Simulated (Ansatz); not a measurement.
# C3H4B radical: an energy map over two coordinates

How does the energy of C₃H₄B, SMILES C#C[B]C, spin multiplicity 2 change over two coordinates at once? A grid of runs gives the map.

Method: UKS r2SCAN-D4/def2-SVP; program: Ansatz 0.2.0.

## 1. Where the work starts

SMILES `C#C[B]C`, 8 atoms, charge 0, spin multiplicity 2.

Atoms are counted from 1 here; the program's logs count them from 0.

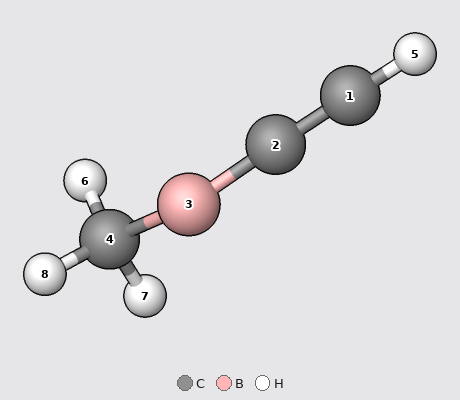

Start geometry, drawn with carbon grey, boron pink, hydrogen white; atoms are numbered from 1 in the order of the file.

Coordinates:

```xyz
8

C     1.67807    1.63195    0.96820
C     1.00686    0.72228    0.43982
B     0.33404   -0.39531   -0.20748
C    -1.02796   -1.01691   -0.57152
H     2.28973    2.40537    1.41335
H    -1.78325   -0.89716    0.23678
H    -1.40745   -0.42989   -1.44184
H    -0.99784   -2.07734   -0.89321
```

This geometry comes from a loose relaxation at PBE in a small basis, which is not shown.

## 2. Geometry optimisation

The input, input.yaml:

```yaml
crystal:
  periodic: [false, false, false]
  atoms:
    - { symbol: C, position_ang: [1.678072, 1.631953, 0.968199] }
    - { symbol: C, position_ang: [1.006859, 0.722284, 0.439818] }
    - { symbol: B, position_ang: [0.334043, -0.395313, -0.207476] }
    - { symbol: C, position_ang: [-1.027962, -1.01691, -0.571523] }
    - { symbol: H, position_ang: [2.289729, 2.405375, 1.41335] }
    - { symbol: H, position_ang: [-1.783254, -0.897157, 0.236781] }
    - { symbol: H, position_ang: [-1.407446, -0.429894, -1.44184] }
    - { symbol: H, position_ang: [-0.997839, -2.077338, -0.893208] }
magnetization:
  spin_polarized: true
  initial_magnetization: 1
basis:
  gaussian: { orbitals: def2-SVP }
hamiltonian:
  xc: r2scan
  dispersion: d4
output:
  forces: true
relax:
  f_tol: 0.003
  max_steps: 120
```

Command:

```
$ ansatz run input.yaml --threads 1 --pin off --max-ram 2560MiB --backend cpu --events-out ev --progress --plain --runs-dir out
```

Standard output, cut to the lines that bear on the results:

```text
Warning: RAYON_NUM_THREADS=1 ignored (pool sized by the plan → 1); use --threads N
[...]
Functional definition: r2SCAN
[...]
860 factors; their error is unknown
[...]
mean field -3843.59532110 eV, -141.2495227680 hartree, gradient 1.2e-5 eV, S^2 0.770702; 3 other end points of the search recorded, 0 dependent functions left out
[...]
reference -3843.59533155 eV, -141.2495231520 hartree; 14, 13 occupied and 62, 63 virtual orbitals, 860 factors
relax step   1: F+E_penalty+E_count = -3843.62458724 eV  Δ(F+E_penalty+E_count) = +0.000e0 eV  max|allowed force component| = 4.962e-1 eV/Å  Δτ_max = 0.0000 Å  (80 SCF iters, accepted)
[...]
relax step   3: F+E_penalty+E_count = -3843.63319687 eV  Δ(F+E_penalty+E_count) = -8.544e-4 eV  max|allowed force component| = 5.664e-2 eV/Å  Δτ_max = 0.0101 Å  (45 SCF iters, accepted)
[...]
relax step   5: F+E_penalty+E_count = -3843.63389955 eV  Δ(F+E_penalty+E_count) = -2.629e-4 eV  max|allowed force component| = 9.540e-3 eV/Å  Δτ_max = 0.0180 Å  (45 SCF iters, accepted)
[...]
relax step   7: F+E_penalty+E_count = -3843.63376698 eV  Δ(F+E_penalty+E_count) = +1.499e-4 eV  max|allowed force component| = 4.096e-2 eV/Å  Δτ_max = 0.0128 Å  (44 SCF iters, rejected (line search))
[...]
relax step   9: F+E_penalty+E_count = -3843.63394725 eV  Δ(F+E_penalty+E_count) = -9.959e-6 eV  max|allowed force component| = 3.449e-3 eV/Å  Δτ_max = 0.0027 Å  (37 SCF iters, accepted)
[...]
relax step  10: F+E_penalty+E_count = -3843.63394892 eV  Δ(F+E_penalty+E_count) = -1.672e-6 eV  max|allowed force component| = 2.394e-3 eV/Å  Δτ_max = 0.0012 Å  (33 SCF iters, accepted)
860 factors; their error is unknown
[...]
mean field -3843.60456334 eV, -141.2498624140 hartree, gradient 2.7e-5 eV, S^2 0.768864; 4 other end points of the search recorded, 0 dependent functions left out
[...]
reference -3843.60457380 eV, -141.2498627985 hartree; 14, 13 occupied and 62, 63 virtual orbitals, 860 factors
Total energy: -3843.63395938 eV, -141.2509426985 hartree
Atom 0 at     1.660656     1.617504     0.959980 Å, force    -0.000251    -0.001259    -0.000574 eV/Å
Atom 1 at     1.011402     0.706275     0.429872 Å, force    -0.000179     0.000926     0.001221 eV/Å
Atom 2 at     0.365257    -0.425115    -0.231029 Å, force    -0.000225     0.001107    -0.000664 eV/Å
Atom 3 at    -1.018401    -1.008968    -0.567396 Å, force    -0.000751     0.001963    -0.001969 eV/Å
Atom 4 at     2.240616     2.400824     1.414089 Å, force     0.000371     0.000396     0.000126 eV/Å
Atom 5 at    -1.751631    -0.867796     0.246295 Å, force     0.000892    -0.002394     0.001466 eV/Å
Atom 6 at    -1.396886    -0.416834    -1.424325 Å, force     0.001667     0.000512    -0.001367 eV/Å
Atom 7 at    -1.018809    -2.062890    -0.883385 Å, force    -0.001524    -0.001251     0.001762 eV/Å
Dipole moment:    -0.154022     0.078913     0.023992 e Å
```

Wall time 65 s (1 thread of Arm Neoverse V1, shared host); peak memory 0.19 GiB.

Step by step:

```csv
step,energy from step 1 (eV),largest force component (eV/Å)
1,0.0000,0.4962
2,-0.0078,0.1046
3,-0.0086,0.0566
4,-0.0091,0.0233
5,-0.0093,0.0095
6,-0.0093,0.0133
7,-0.0092,0.0410
8,-0.0094,0.0075
9,-0.0094,0.0034
10,-0.0094,0.0024
```

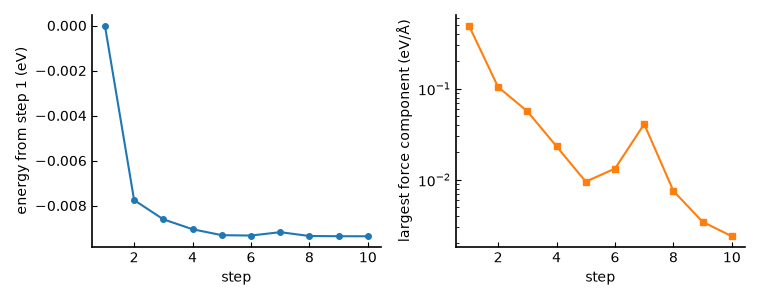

Energy and force, step by step.

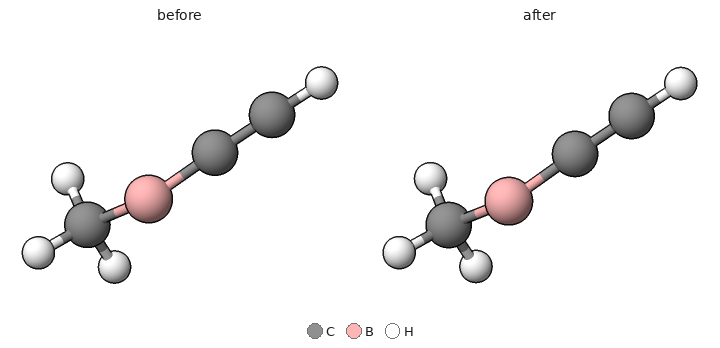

The geometry before (left) and after (right).

Bonds that changed most:

```csv
bond,before (Å),after (Å),change (Å)
C1–C2,1.248,1.238,-0.010
C4–H6,1.113,1.104,-0.008
C4–H8,1.109,1.100,-0.008
C4–H7,1.116,1.108,-0.008
C1–H5,1.082,1.075,-0.007
C2–B3,1.456,1.461,+0.005
B3–C4,1.541,1.539,-0.002
```

## 3. The grid

The axes are (1) angle C2–B3–C4 (carried through 180): 11 values from 124.2 to 235.8 °; (2) change of the bonds B3–C2, B3–C4, all alike: 11 values from −0.165 to 0.255 Å.

Nothing else is relaxed (all other coordinates rigid). Energies count from the relaxed molecule at the same level. Points are written as (first, second).

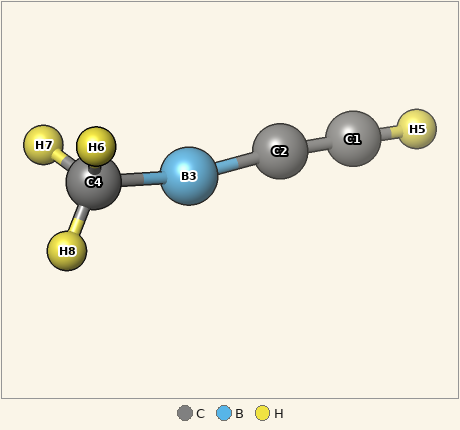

The geometry at (168.8°, 0.087 Å).

Of the runs on the grid, 2 are shown in the steps below; the others differ only in the two coordinates.

## 4. Grid point (146.5°, 0.003 Å)

The input, input.yaml:

```yaml
crystal:
  periodic: [false, false, false]
  atoms:
    - { symbol: C, position_ang: [1.74959, 1.576748, 0.935671] }
    - { symbol: C, position_ang: [1.061372, 0.687019, 0.418351] }
    - { symbol: B, position_ang: [0.365257, -0.425115, -0.231029] }
    - { symbol: C, position_ang: [-0.994885, -1.05436, -0.594133] }
    - { symbol: H, position_ang: [2.363001, 2.340881, 1.378374] }
    - { symbol: H, position_ang: [-1.74755, -0.937275, 0.205514] }
    - { symbol: H, position_ang: [-1.375991, -0.474356, -1.458166] }
    - { symbol: H, position_ang: [-0.955322, -2.107606, -0.909903] }
magnetization:
  spin_polarized: true
  initial_magnetization: 1
basis:
  gaussian: { orbitals: def2-SVP }
hamiltonian:
  xc: r2scan
  dispersion: d4
output:
  forces: true
```

Command:

```
$ ansatz run input.yaml --threads 1 --pin off --max-ram 2560MiB --backend cpu --events-out ev --progress --plain --runs-dir out
```

Standard output, cut to the lines that bear on the results:

```text
Warning: RAYON_NUM_THREADS=1 ignored (pool sized by the plan → 1); use --threads N
[...]
Functional definition: r2SCAN
[...]
860 factors; their error is unknown
[...]
mean field -3843.59957261 eV, -141.2496790080 hartree, gradient 1.9e-5 eV, S^2 0.769580; 3 other end points of the search recorded, 0 dependent functions left out
[...]
reference -3843.59958304 eV, -141.2496793913 hartree; 14, 13 occupied and 62, 63 virtual orbitals, 860 factors
Total energy: -3843.62881098 eV, -141.2507534985 hartree
Atom 0 at     1.749590     1.576748     0.935671 Å, force     0.056497     0.078233     0.045581 eV/Å
Atom 1 at     1.061372     0.687019     0.418351 Å, force    -0.279411    -0.280243    -0.155001 eV/Å
Atom 2 at     0.365257    -0.425115    -0.231029 Å, force     0.138660     0.077426     0.032679 eV/Å
Atom 3 at    -0.994885    -1.054360    -0.594133 Å, force     0.072857     0.143755     0.072020 eV/Å
Atom 4 at     2.363001     2.340881     1.378374 Å, force     0.001452    -0.004873    -0.003787 eV/Å
Atom 5 at    -1.747550    -0.937275     0.205514 Å, force    -0.011214    -0.010318    -0.001747 eV/Å
Atom 6 at    -1.375991    -0.474356    -1.458166 Å, force     0.003395    -0.002864     0.001408 eV/Å
Atom 7 at    -0.955322    -2.107606    -0.909903 Å, force     0.017764    -0.001116     0.008846 eV/Å
Dipole moment:    -0.156078     0.057155     0.011507 e Å
```

Wall time 7.8 s (1 thread of Arm Neoverse V1, shared host); peak memory 0.18 GiB.

On the map this point reads 0.005 eV.

## 5. Grid point (168.8°, 0.087 Å)

The input, input.yaml:

```yaml
crystal:
  periodic: [false, false, false]
  atoms:
    - { symbol: C, position_ang: [2.224997, 1.364926, 0.809272] }
    - { symbol: C, position_ang: [1.350749, 0.60638, 0.369748] }
    - { symbol: B, position_ang: [0.365257, -0.425115, -0.231029] }
    - { symbol: C, position_ang: [-0.89377, -1.315044, -0.747528] }
    - { symbol: H, position_ang: [2.997599, 2.012678, 1.182983] }
    - { symbol: H, position_ang: [-1.72996, -1.332296, -0.026323] }
    - { symbol: H, position_ang: [-1.279946, -0.798974, -1.649048] }
    - { symbol: H, position_ang: [-0.648364, -2.344066, -1.050005] }
magnetization:
  spin_polarized: true
  initial_magnetization: 1
basis:
  gaussian: { orbitals: def2-SVP }
hamiltonian:
  xc: r2scan
  dispersion: d4
output:
  forces: true
```

Command:

```
$ ansatz run input.yaml --threads 1 --pin off --max-ram 2560MiB --backend cpu --events-out ev --progress --plain --runs-dir out
```

Standard output, cut to the lines that bear on the results:

```text
Warning: RAYON_NUM_THREADS=1 ignored (pool sized by the plan → 1); use --threads N
[...]
Functional definition: r2SCAN
[...]
860 factors; their error is unknown
[...]
mean field -3843.20465884 eV, -141.2351661948 hartree, gradient 9.0e-6 eV, S^2 0.772348; 3 other end points of the search recorded, 0 dependent functions left out
[...]
reference -3843.20466927 eV, -141.2351665779 hartree; 14, 13 occupied and 62, 63 virtual orbitals, 860 factors
Total energy: -3843.23285889 eV, -141.2362025273 hartree
Atom 0 at     2.224997     1.364926     0.809272 Å, force     0.033249     0.072839     0.046379 eV/Å
Atom 1 at     1.350749     0.606380     0.369748 Å, force    -2.292609    -2.235544    -1.277758 eV/Å
Atom 2 at     0.365257    -0.425115    -0.231029 Å, force     0.844564     0.787096     0.425012 eV/Å
Atom 3 at    -0.893770    -1.315044    -0.747528 Å, force     1.163025     1.362701     0.708563 eV/Å
Atom 4 at     2.997599     2.012678     1.182983 Å, force    -0.025425    -0.001810    -0.004292 eV/Å
Atom 5 at    -1.729960    -1.332296    -0.026323 Å, force     0.042547    -0.018723    -0.003521 eV/Å
Atom 6 at    -1.279946    -0.798974    -1.649048 Å, force     0.067695     0.006038     0.043349 eV/Å
Atom 7 at    -0.648364    -2.344066    -1.050005 Å, force     0.166953     0.027402     0.062269 eV/Å
Dipole moment:    -0.148927    -0.057322    -0.055311 e Å
```

Wall time 15 s (1 thread of Arm Neoverse V1, shared host); peak memory 0.19 GiB.

That is 0.40 eV from the zero.

## 6. Energy over the grid

90 points were computed, and 31 have no value (skipped by design, atoms too close, or no result). Energies in eV, from the relaxed molecule at the same level:

```csv
"change of the bonds B3–C2, B3–C4, all alike (Å) ↓, angle C2–B3–C4 (carried through 180) (°) →",124.2,135.4,146.5,157.7,168.8,180.0,191.2,202.3,213.5,224.6,235.8
0.255,1.19,–,1.38,1.55,1.70,1.77,1.72,1.58,1.41,1.28,1.22
0.213,0.88,–,1.04,–,1.32,–,1.34,–,1.07,–,0.92
0.171,0.61,0.63,0.72,0.86,0.97,1.03,1.00,0.89,0.76,0.67,0.65
0.129,0.38,–,0.45,–,0.66,–,0.69,–,0.49,–,–
0.087,0.21,0.18,0.23,0.32,0.40,0.44,0.43,0.36,0.27,0.22,0.25
0.045,0.11,–,0.07,–,0.21,–,0.23,–,–,–,0.15
0.003,0.10,0.01,0.01,0.04,0.09,0.12,0.12,0.09,0.06,0.06,0.15
−0.039,0.21,–,0.04,–,0.08,–,0.11,–,0.09,–,0.25
−0.081,0.46,0.29,0.22,0.20,0.20,0.22,0.23,0.24,0.27,0.34,0.50
−0.123,0.88,–,–,–,0.49,–,0.51,–,–,–,0.92
−0.165,1.51,1.25,1.09,1.01,0.97,0.97,1.00,1.05,1.14,–,1.54
```

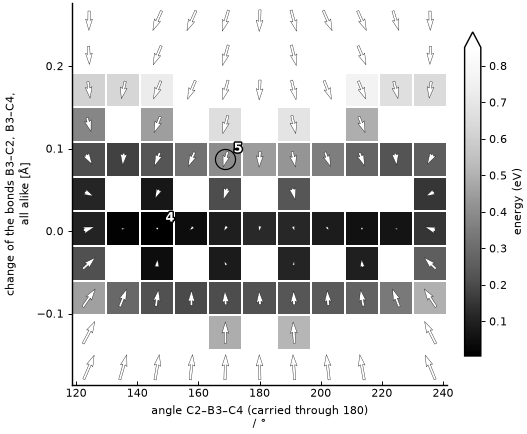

The map; numbers mark the steps of this session that print a point's run. In the figure: one coloured cell a grid point, arrows along the force (downhill), longer where it is stronger, one colour for all values above the top of the scale, blanks where no value was computed.

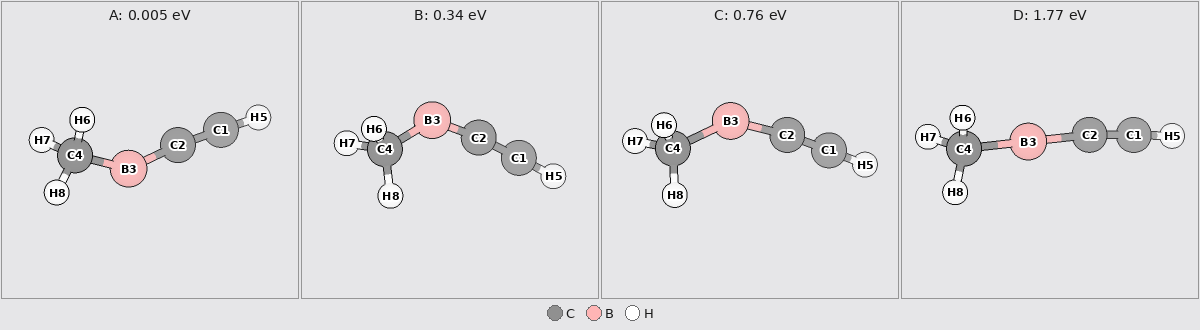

Structures on the grid, at one scale: A at (146.5°, 0.003 Å); B at (224.6°, −0.081 Å); C at (213.5°, 0.171 Å); D at (180.0°, 0.255 Å).

On the same grid, dipole moment (D):

```tsv
change of the bonds B3–C2, B3–C4, all alike (Å) ↓, angle C2–B3–C4 (carried through 180) (°) →	124.2	135.4	146.5	157.7	168.8	180.0	191.2	202.3	213.5	224.6	235.8
0.255	0.79	–	0.85	0.90	0.95	0.99	1.00	1.02	1.03	1.03	0.99
0.213	0.83	–	0.83	–	0.90	–	0.95	–	1.01	–	1.03
0.171	0.88	0.85	0.82	0.82	0.86	0.90	0.91	0.94	1.00	1.05	1.07
0.129	0.93	–	0.81	–	0.83	–	0.89	–	0.99	–	–
0.087	0.97	0.89	0.81	0.78	0.81	0.86	0.87	0.90	0.98	1.08	1.15
0.045	1.02	–	0.80	–	0.80	–	0.86	–	–	–	1.18
0.003	1.05	0.92	0.80	0.76	0.80	0.85	0.86	0.88	0.96	1.09	1.21
−0.039	1.09	–	0.80	–	0.80	–	0.87	–	0.96	–	1.23
−0.081	1.11	0.94	0.80	0.76	0.81	0.87	0.87	0.88	0.95	1.10	1.25
−0.123	1.14	–	–	–	0.81	–	0.88	–	–	–	1.26
−0.165	1.16	0.95	0.80	0.76	0.82	0.88	0.88	0.88	0.94	–	1.26
```

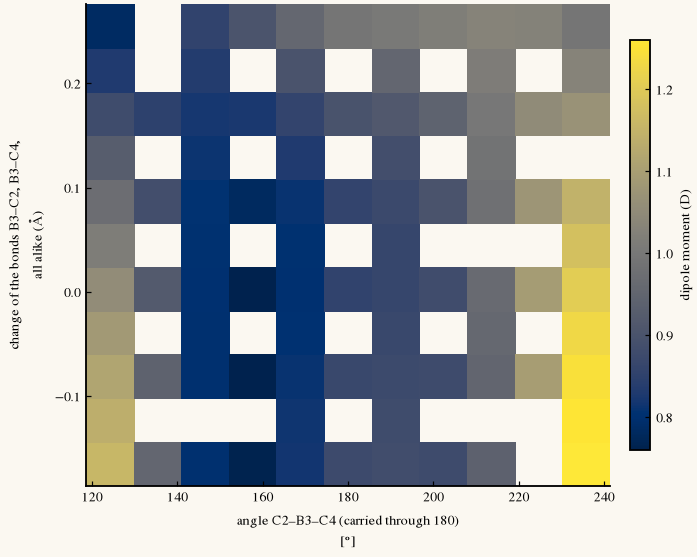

The dipole moment over the grid. Drawn: one coloured cell a grid point, blanks where no value was computed.

On the same grid, largest force on an atom (eV/Å):

| change of the bonds B3–C2, B3–C4, all alike (Å) ↓, angle C2–B3–C4 (carried through 180) (°) → | 124.2 | 135.4 | 146.5 | 157.7 | 168.8 | 180.0 | 191.2 | 202.3 | 213.5 | 224.6 | 235.8 |
| --- | --- | --- | --- | --- | --- | --- | --- | --- | --- | --- | --- |
| 0.255 | 3.6 | – | 3.6 | 4.1 | 4.5 | 4.7 | 4.6 | 4.2 | 3.7 | 3.2 | 3.5 |
| 0.213 | 3.4 | – | 3.5 | – | 4.4 | – | 4.5 | – | 3.5 | – | 3.2 |
| 0.171 | 3.0 | 2.6 | 3.2 | 3.8 | 4.2 | 4.4 | 4.3 | 3.8 | 3.2 | 2.6 | 2.9 |
| 0.129 | 2.6 | – | 2.8 | – | 3.9 | – | 4.0 | – | 2.8 | – | – |
| 0.087 | 2.1 | 1.6 | 2.2 | 2.9 | 3.4 | 3.7 | 3.5 | 3.0 | 2.3 | 1.6 | 1.9 |
| 0.045 | 1.4 | – | 1.4 | – | 2.8 | – | 2.8 | – | – | – | 1.2 |
| 0.003 | 1.4 | 0.5 | 0.4 | 1.2 | 1.9 | 2.1 | 1.9 | 1.4 | 0.7 | 0.7 | 1.3 |
| −0.039 | 2.8 | – | 1.0 | – | 1.0 | – | 1.0 | – | 1.1 | – | 2.8 |
| −0.081 | 4.7 | 3.6 | 2.6 | 2.2 | 2.1 | 2.0 | 2.1 | 2.2 | 2.7 | 3.7 | 4.7 |
| −0.123 | 7.0 | – | – | – | 3.8 | – | 3.8 | – | – | – | 7.0 |
| −0.165 | 9.9 | 8.7 | 7.5 | 6.5 | 5.9 | 5.8 | 5.9 | 6.5 | 7.6 | – | 9.9 |

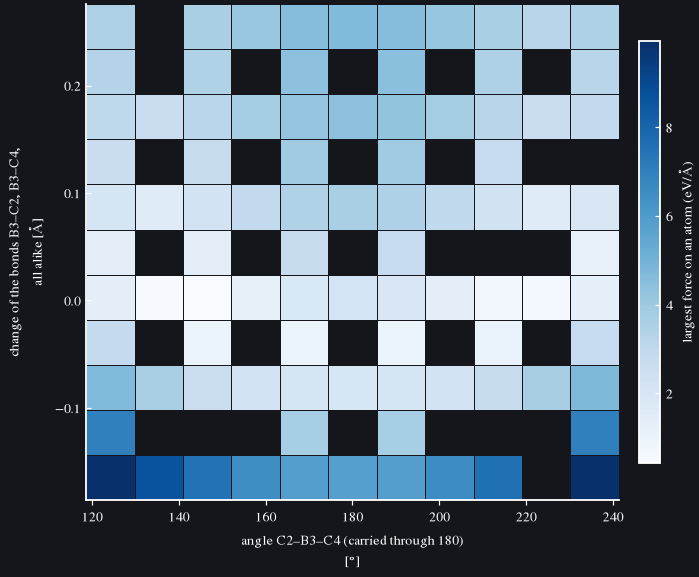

The largest force on an atom over the grid. In the figure: one coloured cell a grid point, blanks where no value was computed.

## 7. Outcome

| quantity | value |
| --- | --- |
| lowest point | (146.5°, 0.003 Å), 0.005 eV |
| highest computed point (blank points may lie higher) | (180.0°, 0.255 Å), 1.76 eV above the lowest |
| dipole moment (D) | 0.76 at (157.7°, −0.081 Å) to 1.26 at (235.8°, −0.165 Å); 0.80 at the lowest point |
| largest force on an atom (eV/Å) | 0.4 at (146.5°, 0.003 Å) to 9.9 at (235.8°, −0.165 Å); 0.4 at the lowest point |
| time for the whole task | 19 min on 1 thread, shared host |

The lowest computed point is at (146.5°, 0.003 Å), 0.005 eV from the relaxed molecule at the same level. The grid is coarse, so the true minimum lies between grid points and may sit elsewhere than the lowest one. The highest computed point, (180.0°, 0.255 Å), lies 1.76 eV above the lowest.
